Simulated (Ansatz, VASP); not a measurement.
# ZnO (zincite) in two plane-wave programs

Wanted: the spread between two codes on one cell, functional and k mesh.

Method: plane waves, with VASP 6.6.1 beside it; relaxation of cell and atoms at r2SCAN with rVV10 and zone-centre phonons at r2SCAN with rVV10, in Ansatz 0.2.0.

## Step 1: Set-up

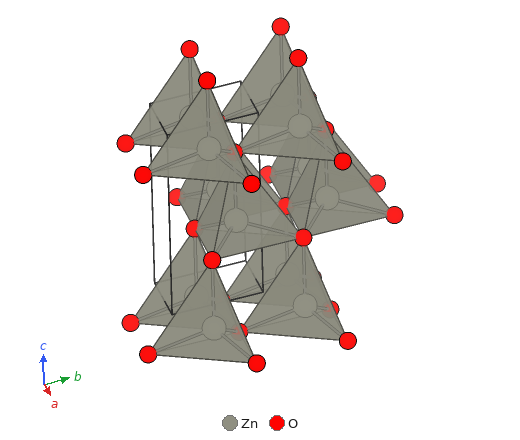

Start, viewed slightly off an axis; zinc grey, oxygen red. 2×2×1 cells are drawn. Some periodic images of atoms are drawn too.

## Step 2: Ansatz: relaxation of cell and atoms, r2SCAN with rVV10

Ansatz runs on its default PAW (the set named soft_2) files.

The relaxed volume is the usual yardstick between codes: its relative difference is about their pressure difference at one cell divided by the bulk modulus.

Input file input.yaml:

```yaml
crystal:
  lattice:
    - [3.249308, 0.0, 0.0]
    - [-1.624654, 2.8139832727, 0.0]
    - [0.0, 0.0, 5.205709]
  atoms:
    - { symbol: Zn, position: [0.3333333333, 0.6666666667, 0.5] }
    - { symbol: Zn, position: [0.6666666667, 0.3333333333, 0.0] }
    - { symbol: O, position: [0.6666666667, 0.3333333333, 0.37901] }
    - { symbol: O, position: [0.3333333333, 0.6666666667, 0.87901] }
hamiltonian:
  xc: r2scan
  pseudopotentials: { kind: paw }
  dispersion: rvv10
kpoints:
  mp_grid: { grid: [8, 8, 5] }
scf:
  occupations: { method: gaussian, width: 0.05 }
relax:
  f_tol: 0.01
  max_steps: 60
  cell: { stress_tol: 0.05 }
output:
  forces: true
  stress: true
```

On the command line:

```console
ansatz run input.yaml --threads 4 --pin off --max-ram 9216MiB --backend cpu --events-out ev --progress --plain --runs-dir out
```

Numbers of over 12 decimals in the logs are rounded to 6 here.

Log:

```text
Engine: ansatz 0.2.0, x86_64-unknown-linux-gnu
Pseudopotentials: kind: paw
Pseudopotential: Zn, paw, valence charge 12, recommended cutoff 500 eV (meta_gga), Zn.paw.azcp
Pseudopotential: O, paw, valence charge 6, recommended cutoff 500 eV (meta_gga), O.paw.azcp
Functional definition: r2SCAN+rVV10
  parameter k0 = 0.174
  parameter k1 = 0.065
  parameter a1 = 4.9479
  exchange = r2scan_x(k0 = k0, k1 = k1, a1 = a1)
  correlation = r2scan_c + rvv10(11.95, 0.0093)
Crystal: 4 atoms, lattice volume = 47.598 Å³
Basis set: ecut = 500 eV, 1213 PW (Γ), exchange–correlation on 108×108×180 points (64 copies of the dense FFT grid, shifted against one another)
Bands: 22, of which v1, the nominal top of the filled ones, is band 18 counted from 1 (17 counted from 0)
Symmetry: 12 space group operations
Space group: P63mc (ITA 186), of the structure as read, at distance tolerance 3.6e-5 Å
k-points: 30 of 320 (time reversal used)
Non-local potential: Zn, projectors of the file, l = 0: 2, l = 1: 2, l = 2: 3, l = 3: 1
Non-local potential: O, projectors of the file, l = 0: 2, l = 1: 2, l = 2: 1
PAW form: soft (Blöchl's): semilocal exchange-correlation on the pseudo side does not see the compensation charge
rVV10 density: all electrons in the spheres
PAW frozen core: Zn, regenerated for the run's functional (the file was generated under x = pbe(κ = 0.804, μ = 0.219515), c = pbe(β = 0.066725))
PAW frozen core: O, regenerated for the run's functional (the file was generated under x = pbe(κ = 0.804, μ = 0.219515), c = pbe(β = 0.066725))
PAW one-centre angular grid: Zn, 590 points (default); XC on 261 of its mesh's 2673 points in the sphere
PAW one-centre angular grid: O, 302 points (default); XC on 160 Gauss nodes
Initial density: superposition of atomic densities (neutral atoms: chi_scale 0, normalization atom), corrected by the library's trained network
Initial wavefunctions: pseudopotential atomic-orbital guess
Functional: x = r2scan, c = r2scan + rvv10(b = 11.95, C = 0.0093); τ floored in thin density (d = 2e-4 eV/Å³)
SCF iter   1: F=—  HF=-7787.031954 eV  |F-HF|=—  |Δ(HF+E_count)|=         —  Δρ=1.87e-2  dr2=7.52e-2  dr2_τ=9.08e-2  ethr=1.77e-3  ⟨swp⟩=5.8  Hψ=2939  notcnv=0
preconditioner: auto → Resta (q_TF=auto, 2.604 Å⁻¹)  ε∞=6.6  [insulator: Δε(μ)=1.289 eV  Ē_g=13.590 eV  σ=0.050 eV  W_gap=1.00  n_scr=22 (ndim 8)  ℏωp=32.3 eV  f_vac=0.037  D(μ)=0.00/eV (n_scr^D=0)  ε∞_Penn≈6.6]
SCF iter   2: F=—  HF=-7787.061200 eV  |F-HF|=—  |Δ(HF+E_count)|=   2.92e-2  Δρ=4.55e-3  dr2=7.88e-3  dr2_τ=5.64e-4  ethr=2.09e-4  ⟨swp⟩=2.3  Hψ=1508  notcnv=0
SCF iter   3: F=—  HF=-7787.058752 eV  |F-HF|=—  |Δ(HF+E_count)|=   2.45e-3  Δρ=4.44e-3  dr2=4.46e-3  dr2_τ=1.74e-4  ethr=2.19e-5  ⟨swp⟩=2.0  Hψ=1260  notcnv=0
SCF iter   4: F=—  HF=-7787.058005 eV  |F-HF|=—  |Δ(HF+E_count)|=   7.47e-4  Δρ=1.26e-3  dr2=5.04e-4  dr2_τ=1.54e-5  ethr=1.24e-5  ⟨swp⟩=1.0  Hψ=660  notcnv=0
SCF iter   5: F=—  HF=-7787.057916 eV  |F-HF|=—  |Δ(HF+E_count)|=   8.90e-5  Δρ=2.62e-4  dr2=1.73e-5  dr2_τ=2.84e-6  ethr=1.40e-6  ⟨swp⟩=2.4  Hψ=1213  notcnv=0
SCF iter   6: F=—  HF=-7787.057930 eV  |F-HF|=—  |Δ(HF+E_count)|=   1.39e-5  Δρ=1.09e-4  dr2=6.53e-6  dr2_τ=2.29e-7  ethr=4.82e-8  ⟨swp⟩=2.0  Hψ=1131  notcnv=0
SCF iter   7: F=—  HF=-7787.057928 eV  |F-HF|=—  |Δ(HF+E_count)|=   1.26e-6  Δρ=2.42e-5  dr2=2.15e-7  dr2_τ=3.30e-8  ethr=1.81e-8  ⟨swp⟩=2.2  Hψ=1131  notcnv=0
SCF iter   8: F=-7787.057928 eV  HF=-7787.057928 eV  |F-HF|=3.18e-8  |Δ(HF+E_count)|=   2.53e-8  Δρ=1.04e-5  dr2=4.59e-8  dr2_τ=1.77e-9  ethr=2.78e-10  ⟨swp⟩=4.0  Hψ=2364  notcnv=0
SCF 1 converged in 8 iterations: F = -7787.057928 eV  dr2 = 4.59e-8
  greatest PAW one-centre occupation: 0.987 electrons in one spin orbital (limit 2), on the Zn atom at site 1 (counted from 0), in its partial waves of l = 2
relax step   1: F+E_penalty+E_count = -7787.05792823 eV  Δ(F+E_penalty+E_count) = +0.000e0 eV  max|allowed force component| = 6.958e-2 eV/Å  Δτ_max = 0.0000 Å  P = -2.471 GPa  Ω = 47.598 Å³  (8 SCF iters, dr2 threshold 1.00e-7 eV, accepted)
[...]
relax step   2: F+E_penalty+E_count = -7787.06362548 eV  Δ(F+E_penalty+E_count) = -5.697e-3 eV  max|allowed force component| = 4.984e-2 eV/Å  Δτ_max = 0.0004 Å  P = -1.187 GPa  Ω = 47.181 Å³  energy of the carried Pulay correction = +2.620e-4 eV  (6 SCF iters, dr2 threshold 4.00e-7 eV, accepted)
[...]
relax step   3: F+E_penalty+E_count = -7787.06564155 eV  Δ(F+E_penalty+E_count) = -2.016e-3 eV  max|allowed force component| = 1.356e-2 eV/Å  Δτ_max = 0.0001 Å  P = +0.059 GPa  Ω = 46.794 Å³  energy of the carried Pulay correction = +5.068e-4 eV  (6 SCF iters, dr2 threshold 4.00e-7 eV, accepted)
[...]
relax step   4: F+E_penalty+E_count = -7787.06567071 eV  Δ(F+E_penalty+E_count) = -2.915e-5 eV  max|allowed force component| = 7.770e-3 eV/Å  Δτ_max = 0.0010 Å  P = +0.049 GPa  Ω = 46.797 Å³  energy of the carried Pulay correction = +5.050e-4 eV  (5 SCF iters, dr2 threshold 2.71e-8 eV, accepted)
[...]
relax step   5: F+E_penalty+E_count = -7787.06567397 eV  Δ(F+E_penalty+E_count) = -3.261e-6 eV  max|allowed force component| = 1.547e-4 eV/Å  Δτ_max = 0.0008 Å  P = +0.001 GPa  Ω = 46.811 Å³  energy of the carried Pulay correction = +4.958e-4 eV  (5 SCF iters, dr2 threshold 2.34e-8 eV, accepted)
[...]
relax step   6: F+E_penalty+E_count = -7787.06519841 eV  Δ(F+E_penalty+E_count) = +4.756e-4 eV  max|allowed force component| = 2.120e-4 eV/Å  Δτ_max = 0.0000 Å  P = +0.000 GPa  Ω = 46.811 Å³  stress off target by 7.69e-4 GPa  SCF on the basis re-selected at this cell (its energy is not comparable with the rows above)  (6 SCF iters)
basis re-selected at this cell: Δ(F+E_penalty+E_count) = +4.756e-4 eV, ΔP = -0.001 GPa vs the last step (what re-selecting the basis moved, of the pressure what is left beyond the Pulay correction that the steps carried, after the strain that the cell walked since its last selection, with what the two solves' SCF thresholds leave and, on support functions, any second-order correction that the steps lacked; it is no m [...]
SCF converged after 6 iterations
Free energy (F): -7787.065198 eV
Harris-Foulkes:  -7787.065198 eV  (|F-HF|=2.27e-11)
Internal energy: -7787.065198 eV  (E = F + TS)
E sigma→0 (E₀):  -7787.065198 eV
Fermi energy:    7.691206 eV
--- Per-component energies (eV) ---
  E_band       = 53.088507
  E_kinetic    = 612.994863
  E_local      = -3990.190571  (includes V_loc(G=0)·N_el)
  E_nonlocal   = 1342.063031
  E_hartree    = 1646.495860
  E_xc         = -390.153806
  E_vxc        = -315.150242  (∫ρ·V_xc dr)
  E_paw        = -4028.584202  (= ΣΔE_a)
  E_vpaw       = -908.762983  (= ΣTr[D̂ρ^β])
  E_aug_tail   = 0.001502  (compensation charges beyond the density's cutoff)
  E_vtau       = 19.141364  (kinetic-family band-sum trace: ∫τ·v_τ [+ j·A + Jᵃ·Aᵃ] dr)
  E_ewald      = -2979.262757
  E_core_change = -0.429119  (= ΣΔE_core)
  E_smearing   = -0.000000  (= −TS)
  E_closure    = -0.000000  (closes the sum)
  Σ components = -7787.065198   (vs F -7787.065198, Δ=0.00e0)
--- Forces (eV/Å), atoms counted from 1 ---
  atom   1  Zn     0.00000000    -0.00000000    -0.00022586
  atom   2  Zn     0.00000000     0.00000000    -0.00022586
  atom   3  O     -0.00000000    -0.00000000     0.00019817
  atom   4  O      0.00000000     0.00000000     0.00019817
  max |Σ_I F_I| component: 5.54e-5 eV/Å
--- Stress (GPa, compression-positive) ---
        0.000529       0.000000       0.000000
        0.000000       0.000529      -0.000000
        0.000000       0.000000      -0.000769
  P = ⅓ Tr σ = 0.0001 GPa (0.001 kbar)
--- Relaxed structure (5 steps of the walk, 5 accepted, 1 SCFs on fresh bases) ---
  F+E_penalty+E_count = -7787.06519841 eV   max|allowed force component| = 2.120e-4 eV/Å   (the final SCF, on the basis selected at the relaxed cell)
  cell:  # Å, volume = 46.8112 Å³
    - [3.225285, 0.0, 0.0]
    - [-1.612642, 2.793179, -4.804206720187598e-19]
    - [0, -8.887509177357653e-19, 5.196166]
  atoms:
    - { symbol: Zn, position: [0.333333, 0.666667, 0.499728] }
    - { symbol: Zn, position: [0.666667, 0.333333, -0.000272173] }
    - { symbol: O, position: [0.666667, 0.333333, 0.379282] }
    - { symbol: O, position: [0.333333, 0.666667, 0.879282] }
```

The job ended after 11 s (4 threads of Intel Xeon Platinum 8488C (Sapphire Rapids), shared host; peak memory 0.6 GiB; 36 s of CPU time).

(Part 1 of 3 ends here.)

[Lines on the potential files, build, host, timing and source positions are cut from VASP's logs without a mark.]

[Logs are printed without paths, hosts, clocks, repeated set-up lines and the standing remarks that a program may print on its own settings, such as how far it seeks lower states.]

[Hosts, paths, dates, database ids (printed as entryN), source tags and the programs' standing remarks are cut or masked in the printed files.]
